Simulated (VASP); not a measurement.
Band structure of In₂Te₃ (space group Imm2). Method: LDA (Ceperley-Alder, Perdew-Zunger) with spin-orbit coupling, VASP's LDA PAW potentials (set 64) (plane waves; VASP 6.6.1).

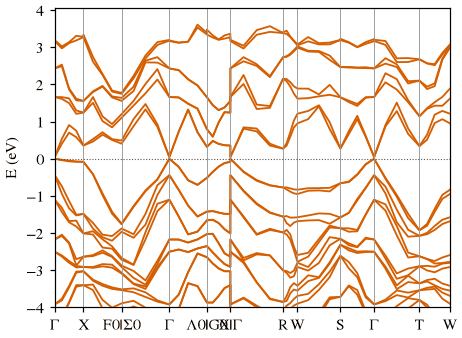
*Bands along high-symmetry lines, zero at the valence-band maximum or, without a gap, the Fermi level*

Problem. Read the plot: is there a gap, and where are the band edges?

Solution. The gap is direct, 0.04 eV, from the valence maximum at Γ to the conduction minimum at Γ.

The structure comes from a computed database's In2Te3 entry (Imm2); how it stands against other phases isn't given here. It was relaxed first, which changed the volume by -13 %.
